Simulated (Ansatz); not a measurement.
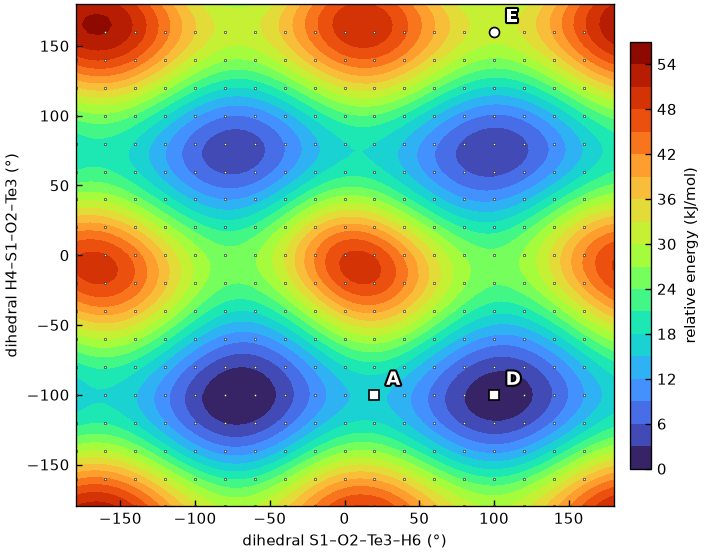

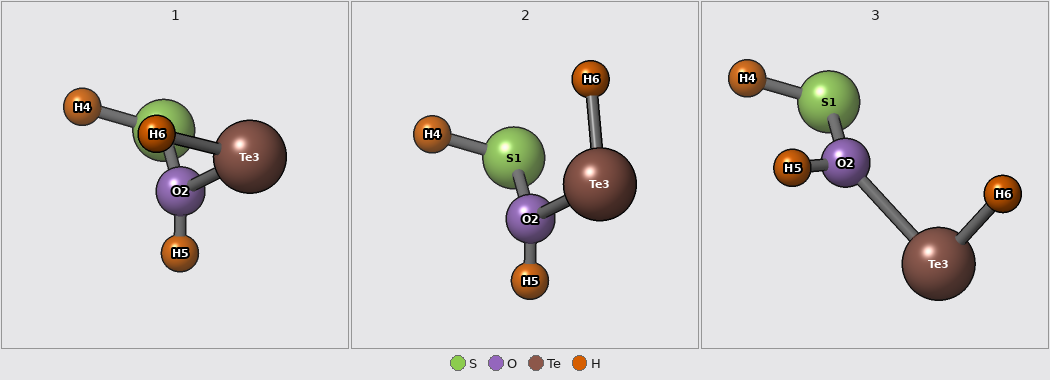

H₃OSTe, SMILES S[OH+][TeH], charge +1. First axis: dihedral S1–O2–Te3–H6. Second axis: dihedral H4–S1–O2–Te3. Nothing is relaxed (all other coordinates rigid). The scan uses an 18 × 18 grid. Points are written as (first, second). All energies are given in kJ/mol relative to the relaxed molecule at the same level. Theory: RKS PBE-D4/def2-SVP (Ansatz 0.2.0).

The picture shows filled contours, dots at the grid points, lettered points. Between grid points the surface is interpolated. The numbered pictures are the structures at these points, in random order.

**Which structure belongs to which point?**

A is structure 2: (20°, −100°), 15.7 kJ/mol; D is structure 1: (100°, −100°), 0.7 kJ/mol; E is structure 3: (100°, 160°), 31.3 kJ/mol.
